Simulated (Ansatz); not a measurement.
**O3 (SMILES O=[O+][O-]) at CCSDTQ/STO-3G**

Aim: the energy difference between two shapes of O3 at CCSDTQ/STO-3G, from 2 runs. 

The calculation is run with Ansatz 0.2.0.

6 further runs of the same task are left out: 1 for a known fault of the program, 2 that didn't finish, 3 set aside as unsound or not needed.

## (1) The structure to begin with

O3: 3 atoms, total charge 0, spin state singlet. As SMILES, `O=[O+][O-]`. The shape is that of a PBE0-D4/def2-TZVP optimisation.

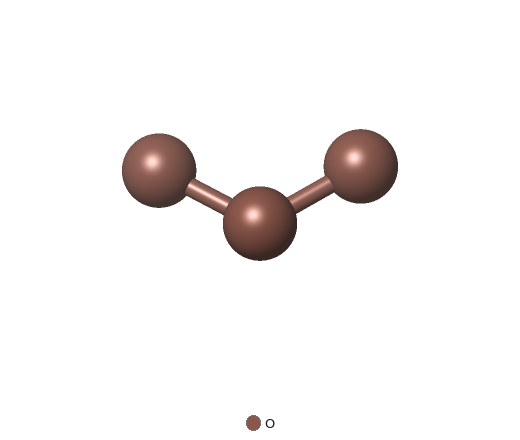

The structure, seen from a chosen angle (oxygen brown).

## (2) A single-point energy at CCSDTQ/STO-3G

run.yaml reads:

```yaml
crystal:
  periodic: [false, false, false]
  atoms:
    - {symbol: O, position_ang: [0.848700, -0.535900, 0.409500]}
    - {symbol: O, position_ang: [-0.228900, -0.317600, -0.159400]}
    - {symbol: O, position_ang: [-0.619800, 0.853500, -0.250100]}
basis:
  gaussian:
    orbitals: STO-3G
correlation:
  method: ccsdtq
accuracy: high
scf:
  lower_state_search: full
```

Command:

```
ansatz run run.yaml --threads 1 --pin off --max-ram 2610MiB --events-out events.jsonl --progress --plain --runs-dir runs
```

The program printed (excerpt; [...] marks lines left out):

```text
Warning: RAYON_NUM_THREADS=1 ignored (pool sized by the plan → 1); use --threads N
Functional definition: HF
  name "HF"
[...]
252 factors; integrals over basis functions are off by at most 4.2e-8 eV
[...]
mean field -6021.38452854 eV, -221.2817999829 hartree, gradient 3.1e-8 eV, S^2 0.000000; 2 other end points of the search recorded, 0 dependent functions left out; unrestricted orbitals would lower it
[...]
unrestricted determinant -6024.31174001 eV, -221.3893730201 hartree, S^2 0.9265
3 core orbitals not correlated: weight in the atoms' cores, before any rotation towards them, 1.000 or more for the frozen orbitals, at most 0.000 for the correlated occupied ones
reference -6021.38452854 eV, -221.2817999829 hartree; 9, 9 occupied and 3, 3 virtual orbitals, 252 factors
second order -5.70250838 eV of doubles, -0.00000000 eV of singles
cycle   1  -5.49107022 eV  change   -9.0e-1 eV  update   1.0e-1
[...]
cycle  37  -6.66878298 eV  change   4.9e-10 eV  update  6.8e-10
WARN: these amplitudes may be one of several solutions (largest doubles amplitude 0.39, level shift 5.34 eV)
Total energy: -6028.05331152 eV, -221.5268732372 hartree
```

Wall time 14 s (1 thread of Arm Neoverse V1, shared host); peak memory 0.49 GiB.

## (3) The distorted shape at the same level

run.yaml reads:

```yaml
crystal:
  periodic: [false, false, false]
  atoms:
    - {symbol: O, position_ang: [0.895738, -0.538001, 0.451957]}
    - {symbol: O, position_ang: [-0.200287, -0.339479, -0.125083]}
    - {symbol: O, position_ang: [-0.674910, 0.871684, -0.150816]}
basis:
  gaussian:
    orbitals: STO-3G
correlation:
  method: ccsdtq
accuracy: high
scf:
  lower_state_search: full
```

Command:

```
ansatz run run.yaml --threads 1 --pin off --max-ram 2610MiB --events-out events.jsonl --progress --plain --runs-dir runs
```

The program printed (excerpt; [...] marks lines left out):

```text
Warning: RAYON_NUM_THREADS=1 ignored (pool sized by the plan → 1); use --threads N
[... 2 set-up lines as earlier in the session ...]
[...]
252 factors; integrals over basis functions are off by at most 4.3e-8 eV
[...]
mean field -6021.55489365 eV, -221.2880607852 hartree, gradient 2.8e-8 eV, S^2 0.000000; 4 other end points of the search recorded, 0 dependent functions left out; unrestricted orbitals would lower it
determinant -6021.55489365 eV, -221.2880607852 hartree, with singles and doubles -6028.06480803 eV, -221.5272957260 hartree
determinant -6018.15941580 eV, -221.1632792757 hartree, with singles and doubles -6024.59090130 eV, -221.3996320085 hartree
[...]
unrestricted determinant -6024.93128632 eV, -221.4121409272 hartree, S^2 0.9544
3 core orbitals not correlated: weight in the atoms' cores, before any rotation towards them, 1.000 or more for the frozen orbitals, at most 0.000 for the correlated occupied ones
reference -6021.55489365 eV, -221.2880607852 hartree; 9, 9 occupied and 3, 3 virtual orbitals, 252 factors
second order -6.11902733 eV of doubles, -0.00000000 eV of singles
cycle   1  -5.77011947 eV  change   -9.7e-1 eV  update   1.1e-1
[...]
cycle  41  -7.17067799 eV  change   2.4e-10 eV  update  4.8e-10
WARN: these amplitudes may be one of several solutions (largest doubles amplitude 0.42, level shift 5.82 eV)
Total energy: -6028.72557164 eV, -221.5515783409 hartree
```

Wall time 15 s (1 thread of Arm Neoverse V1, shared host); peak memory 0.49 GiB.

## (4) Results

At CCSDTQ/STO-3G, 3 core orbitals frozen:

| quantity | value |
| --- | --- |
| first shape: total energy | -221.52687 Eh |
| first shape: correlation energy (3 core orbitals frozen) | -245.1 mEh |
| first shape: T1 diagnostic | 0.026 |
| distorted shape: total energy | -221.55158 Eh |
| distorted shape: correlation energy (3 core orbitals frozen) | -263.5 mEh |
| distorted shape: T1 diagnostic | 0.034 |
| energy change with the atoms displaced | -0.672 eV |

With the atoms displaced the energy falls by 0.67 eV (15.5 kcal/mol). The first shape isn't relaxed at this level, so the change isn't measured from a minimum. The minimal basis adds a large error of its own. The restricted solution (first shape) is unstable to spin breaking: an unrestricted one lies lower. The restricted solution (distorted shape) is unstable to spin breaking: an unrestricted one lies lower.
